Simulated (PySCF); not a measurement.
C$_{3}$H$_{9}$ClOSi

Input file:

```
{"job": {"kind": "uv", "xc": "B3LYP", "basis": "def2-SVPD", "nstates": 8, "ntriplets": 3}, "charge": 0, "multiplicity": 1}
C      2.296730     0.010922     0.157349
C      0.885914     0.554183     0.353168
C     -0.188475    -0.321869    -0.262714
Cl    -0.228702    -1.914176     0.584277
Si    -1.961037     0.399936    -0.144523
O     -3.027720    -0.648588    -0.760706
H      2.397336    -0.967474     0.621269
H      2.525569    -0.086226    -0.902044
H      3.025428     0.680746     0.607365
H      0.684418     0.674466     1.419464
H      0.804749     1.539337    -0.113575
H      0.082517    -0.565782    -1.292329
H     -2.218204     0.674014     1.267262
H     -2.084897     1.554908    -1.020979
H     -2.998041    -1.576408    -0.535197
```

Command:

```sh
OMP_NUM_THREADS=1 python probes_run.py task.json out
```

Geometry: GFN2-xTB.

Theory: PySCF, B3LYP/def2-SVPD, SCF density, gas phase.

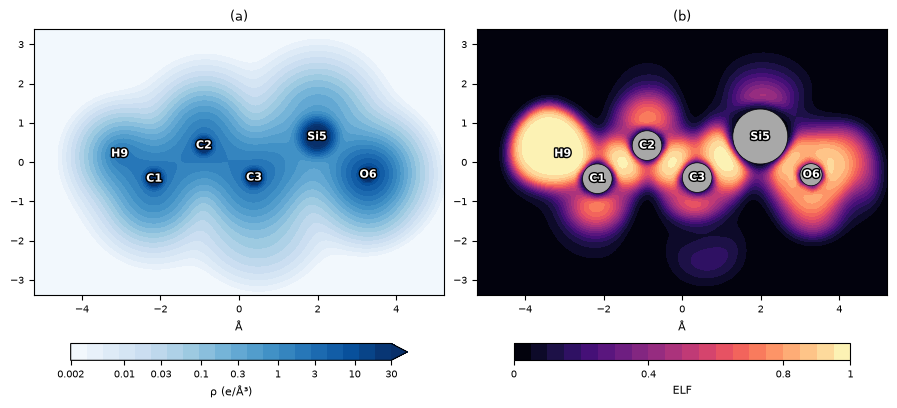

Figure 1. (a) total electron density; (b) electron localisation function on the plane of atoms C3, Si5 and O6. Grey discs cover the atomic cores in the ELF map.

Question: Describe what can be read from this map.

Answer:
- The section cuts through C, Si, O and H sites.
- C–C (1.52 Å): ρ is about 1.7 e/Å³ halfway; the ELF peaks at about 0.95 between the atoms, as expected for localised, covalent bonding.
- Si–O (1.62 Å): ρ at the midpoint is about 1.2 e/Å³; the ELF peaks at about 0.90 between the atoms; a polar covalent bond.
- C–Si (1.92 Å): ρ is about 0.94 e/Å³ halfway; the ELF peaks at about 1 between the atoms; a shared electron pair.
- C–H (1.09 Å): ρ at the midpoint is about 2 e/Å³; the ELF climbs to about 1 towards the hydrogen, as it does in any bond to H; a covalent bond by its length.
- The ELF also peaks beside O6, away from the bonds: lone-pair regions.

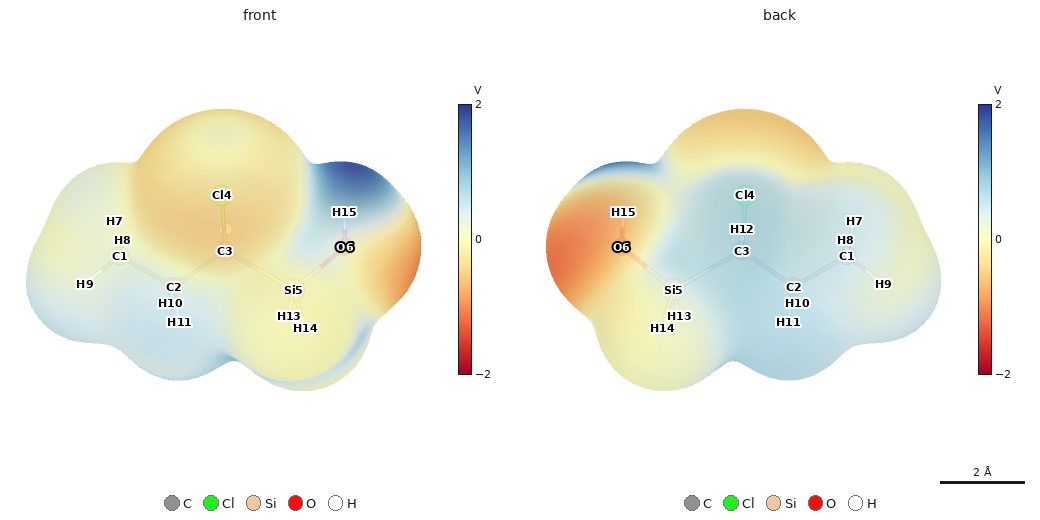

Figure 2. The molecular electrostatic potential painted on the density surface at 0.001 e/bohr³, seen from the front and from behind; the colour scale runs from red (negative) to blue (positive).

Question: Describe the electrostatic potential map.

Answer: The most negative region (about −1.1 V, or −25 kcal/mol for a unit charge) lies over O6, the most positive (about +1.7 V, or +39 kcal/mol for a unit charge) over H15. O6 is the likeliest acceptor of a hydrogen bond.

Question: What dipole moment does the calculation give?

Answer: Its dipole moment is 1.39 D.
